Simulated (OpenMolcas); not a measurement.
## Cl³⁺: multiconfigurational calculation (part 2 of 2)

The same run, continued: Cl³⁺. Method: state-averaged RASSCF, active space 2 electrons in the shells 3p 3d 4s; RAS3 3d 4s with at most 1 electron, basis ANO-RCC, DKH2 scalar Hamiltonian, spin-orbit coupling by RASSI with atomic mean-field integrals (OpenMolcas).

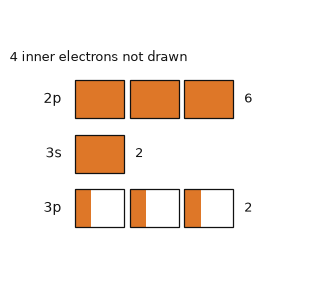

The outer shells of the leading configuration of the lowest level: a box for each of the 2l + 1 orbitals, shaded by the share of the shell that is filled, with the electron count at the right.

## The program's output (extracts), continued
```
--- RASSCF ---
Wave function specifications:
      -----------------------------

      Number of closed shell electrons          12
      Number of electrons in active shells       2
      Max number of holes in RAS1 space          0
      Max nr of electrons in RAS3 space          1
      Number of inactive orbitals                6
      Number of active orbitals                  9
      Number of secondary orbitals              85
      Spin quantum number                      0.0
      State symmetry                             2
Orbital specifications:
      -----------------------

      Symmetry species                           1   2
                                                ag  au
      Frozen orbitals                            0   0
      Inactive orbitals                          3   3
      Active orbitals                            6   3
      RAS1 orbitals                              0   0
      RAS2 orbitals                              0   3
      RAS3 orbitals                              6   0
      Secondary orbitals                        42  43
      Deleted orbitals                           0   0
      Number of basis functions                 51  49
      Number of CSFs                            18
      Number of root(s) required                18
      Iter CI   SX   CI       RASSCF       Energy    max ROT     max BLB   max BLB  Level Ln srch  Step   QN
          iter iter root      energy       change     param      element    value   shift minimum  type update
 Nr of preliminary CI iterations:   1
        1   1   14    0  -457.29225768    0.00E+00  -6.59E-02    4  15 1 -7.06E-03*  0.00   0.00    SX    NO
        2   1   16    0  -457.29603862   -3.78E-03*  8.57E-03    3  10 1 -1.10E-02*  0.00   0.00    SX    NO
        3   1   14    0  -457.29623519   -1.97E-04* -3.55E-03    3   6 2  1.02E-03*  0.00   0.00    SX    NO
        4   1   13    0  -457.29624756   -1.24E-05* -5.55E-04    3  10 1 -8.06E-04*  0.00   0.00    SX    NO
        5   1   11    0  -457.29624841   -8.49E-07* -1.88E-04    1  15 2  1.03E-04   0.00   0.84    QN   YES
        6   1    8    0  -457.29624847   -6.33E-08   2.74E-05    3   9 1  2.03E-05   0.00   1.09    QN   YES
      Convergence after  6 iterations
        7   1    8    0  -457.29624847   -1.06E-09   2.74E-05    3   9 1  2.29E-06   0.00   1.09    QN   YES
      Natural orbitals and occupation numbers for root  1
      sym 1:  -0.000000   0.076556   0.645794   0.277650   0.000000   0.000000
      sym 2:   0.645794   0.277650   0.076556
      Natural orbitals and occupation numbers for root  2
      sym 1:   0.000000   0.347710   0.037739   0.614552   0.000000   0.000000
      sym 2:   0.614552   0.347710   0.037739
      Natural orbitals and occupation numbers for root  3
      sym 1:  -0.000000  -0.000000   0.158000   0.175486   0.666514   0.000000
      sym 2:   0.158000   0.175486   0.666514
::    RASSCF root number  1 Total energy:   -457.46787048
::    RASSCF root number  2 Total energy:   -457.46787048
::    RASSCF root number  3 Total energy:   -457.46787048
::    RASSCF root number  4 Total energy:   -457.46787048
::    RASSCF root number  5 Total energy:   -457.46787048
::    RASSCF root number  6 Total energy:   -457.25440472
::    RASSCF root number  7 Total energy:   -457.25440472
::    RASSCF root number  8 Total energy:   -457.25440472
::    RASSCF root number  9 Total energy:   -457.23285161
::    RASSCF root number 10 Total energy:   -457.23285161
::    RASSCF root number 11 Total energy:   -457.23285161
::    RASSCF root number 12 Total energy:   -457.23285161
::    RASSCF root number 13 Total energy:   -457.23285161
::    RASSCF root number 14 Total energy:   -457.23285161
::    RASSCF root number 15 Total energy:   -457.23285161
::    RASSCF root number 16 Total energy:   -457.19998157
::    RASSCF root number 17 Total energy:   -457.19998157
::    RASSCF root number 18 Total energy:   -457.19998157
--- RASSI ---
SPIN-FREE ENERGIES:
  (Shifted by EMIN (a.u.) =       -458.1993443917)

 SF State       Relative EMIN(au)   Rel lowest level(eV)    D:o, cm**(-1)      L_eff

     1             0.0000000000        0.0000000000              0.0000         1.0
     2             0.0000000000        0.0000000000              0.0000         1.0
     3             0.0000000000        0.0000000000              0.0000         1.0
     4             0.0729306439        1.9845439206          16006.4262         2.0
     5             0.0729306439        1.9845439206          16006.4262         2.0
     6             0.0729306439        1.9845439206          16006.4262         2.0
     7             0.0729306439        1.9845439206          16006.4262         2.0
     8             0.0729306439        1.9845439206          16006.4262         2.0
     9             0.1813900998        4.9358760668          39810.5253         0.0
    10             0.7051934779       19.1892921045         154772.0786         3.0
    11             0.7051934779       19.1892921045         154772.0786         3.0
    12             0.7051934779       19.1892921045         154772.0786         3.0
    13             0.7051934779       19.1892921045         154772.0786         3.0
    14             0.7051934779       19.1892921045         154772.0786         3.0
    15             0.7051934779       19.1892921045         154772.0786         3.0
    16             0.7051934779       19.1892921045         154772.0786         3.0
    28             0.7314739131       19.9044191780         160539.9674         2.0
    29             0.7314739131       19.9044191780         160539.9674         2.0
    30             0.7314739131       19.9044191780         160539.9674         2.0
    31             0.7314739131       19.9044191780         160539.9674         2.0
    32             0.7314739131       19.9044191780         160539.9674         2.0
    17             0.8043379491       21.8871506045         176531.7749         1.0
    18             0.8043379491       21.8871506045         176531.7749         1.0
    19             0.8043379491       21.8871506045         176531.7749         1.0
    22             0.8222771468       22.3753010421         180468.9737         2.0
    23             0.8222771468       22.3753010421         180468.9737         2.0
    24             0.8222771468       22.3753010421         180468.9737         2.0
    20             0.8222771468       22.3753010421         180468.9737         2.0
    21             0.8222771468       22.3753010421         180468.9737         2.0
    33             0.9449396681       25.7131182873         207390.2853         1.0
    34             0.9449396681       25.7131182873         207390.2853         1.0
    35             0.9449396681       25.7131182873         207390.2853         1.0
    36             0.9664927807       26.2996083585         212120.6468         3.0
    37             0.9664927807       26.2996083585         212120.6468         3.0
    38             0.9664927807       26.2996083585         212120.6468         3.0
    39             0.9664927807       26.2996083585         212120.6468         3.0
    40             0.9664927807       26.2996083585         212120.6468         3.0
    41             0.9664927807       26.2996083585         212120.6468         3.0
    42             0.9664927807       26.2996083585         212120.6468         3.0
    25             0.9786641335       26.6308077417         214791.9499         1.0
Eigenvalues of complex Hamiltonian:
   -----------------------------------
  (Shifted by EMIN (a.u.) =       -458.1993443917)

 SO State       Relative EMIN(au)   Rel lowest level(eV)    D:o, cm**(-1)     J-value

     1            -0.0039234307        0.0000000000              0.0000         0.0
     2            -0.0018854770        0.0554555464            447.2791         0.6
     3            -0.0018854770        0.0554555464            447.2791         1.0
     4            -0.0018854770        0.0554555464            447.2791         0.6
     5             0.0017861860        0.1553665864           1253.1160         1.1
     6             0.0017861860        0.1553665864           1253.1160         1.8
     7             0.0017861860        0.1553665864           1253.1160         1.3
     8             0.0017861860        0.1553665864           1253.1160         1.8
     9             0.0017861860        0.1553665864           1253.1160         1.7
    10             0.0730299349        2.0940077542          16889.3115         1.1
    11             0.0730299349        2.0940077542          16889.3115         1.8
    12             0.0730299349        2.0940077542          16889.3115         1.0
    13             0.0730299349        2.0940077542          16889.3115         1.8
    14             0.0730299349        2.0940077542          16889.3115         1.9
    15             0.1815425766        5.0467871596          40705.0836         0.0
    16             0.7023357475       19.2182912872         155005.9728         1.1
    17             0.7023357475       19.2182912872         155005.9728         1.8
    18             0.7023357475       19.2182912872         155005.9728         1.9
    19             0.7023357475       19.2182912872         155005.9728         1.0
    20             0.7023357475       19.2182912872         155005.9728         1.8
    21             0.7044694853       19.2763532505         155474.2741         2.4
    22             0.7044694853       19.2763532505         155474.2741         1.4
    23             0.7044694853       19.2763532505         155474.2741         2.8
    24             0.7044694853       19.2763532505         155474.2741         2.8
    25             0.7044694853       19.2763532505         155474.2741         2.5
    26             0.7044694853       19.2763532505         155474.2741         1.4
    27             0.7044694853       19.2763532505         155474.2741         2.8
    28             0.7072262256       19.3513679762         156079.3087         2.1
    29             0.7072262256       19.3513679762         156079.3087         2.6
    30             0.7072262256       19.3513679762         156079.3087         2.8
    31             0.7072262256       19.3513679762         156079.3087         3.0
    32             0.7072262256       19.3513679762         156079.3087         3.8
    33             0.7072262256       19.3513679762         156079.3087         3.5
    34             0.7072262256       19.3513679762         156079.3087         3.0
    35             0.7072262256       19.3513679762         156079.3087         3.7
    36             0.7072262256       19.3513679762         156079.3087         3.7
    37             0.7315443390       20.0130975532         161416.5176         1.9
    38             0.7315443390       20.0130975532         161416.5176         1.7
    39             0.7315443390       20.0130975532         161416.5176         1.8
    40             0.7315443390       20.0130975532         161416.5176         1.3
    41             0.7315443390       20.0130975532         161416.5176         1.1
Weights of the five most important spin-orbit-free states for each spin-orbit state.

 SO State  Total energy (au)           Spin-free states, spin, and weights
 -------------------------------------------------------------------------------------------------------
    1        -0.003923       2 1.0  0.3331    1 1.0  0.3331    3 1.0  0.3331    9 0.0  0.0008    7 0.0  0.0000
    2        -0.001885       2 1.0  0.4991    3 1.0  0.4963    1 1.0  0.0046    5 0.0  0.0000    7 0.0  0.0000
    3        -0.001885       1 1.0  0.4989    3 1.0  0.4988    2 1.0  0.0022    5 0.0  0.0000    7 0.0  0.0000
    4        -0.001885       2 1.0  0.4987    1 1.0  0.4965    3 1.0  0.0048    9 0.0  0.0000    7 0.0  0.0000
    5         0.001786       3 1.0  0.5643    1 1.0  0.3799    2 1.0  0.0543    6 0.0  0.0008    4 0.0  0.0003
    6         0.001786       3 1.0  0.4993    2 1.0  0.4984    5 0.0  0.0014    1 1.0  0.0009    4 0.0  0.0000
    7         0.001786       3 1.0  0.5939    1 1.0  0.2514    2 1.0  0.1533    4 0.0  0.0006    6 0.0  0.0005
    8         0.001786       2 1.0  0.4993    1 1.0  0.4993    7 0.0  0.0014    3 1.0  0.0000    6 0.0  0.0000
    9         0.001786       1 1.0  0.5329    2 1.0  0.4590    3 1.0  0.0068    8 0.0  0.0009    4 0.0  0.0005
   10         0.073030       8 0.0  0.9986    1 1.0  0.0009    3 1.0  0.0004    2 1.0  0.0001    6 0.0  0.0000
   11         0.073030       7 0.0  0.9986    1 1.0  0.0007    2 1.0  0.0007    3 1.0  0.0000    6 0.0  0.0000
   12         0.073030       6 0.0  0.9986    1 1.0  0.0007    3 1.0  0.0007    2 1.0  0.0000    8 0.0  0.0000
```

## Results in brief

- outcome: converged
- lowest level: 3p² ³P₀
- first excited level: 3p² ³P₁, 447 cm⁻¹ (measured: 491)
- energy of the lowest spin-free term: −458.19934 hartree
- energy of the lowest spin-orbit level: −458.20327 hartree
- largest spread among components of a term: 0.0 cm⁻¹
- hardware: 1 CPU thread, shared host
- wall time: 31 s

## Notes

Against measured levels the run misses widely: 3s2 3p2 1S J = 0 comes out at 40,705 cm⁻¹ where 32,550 cm⁻¹ is measured. Without dynamic correlation the gaps between configurations can be off by an electronvolt or more. Caveats: closed s shell leaves the highest p terms too high; only configurations of the active space are included.
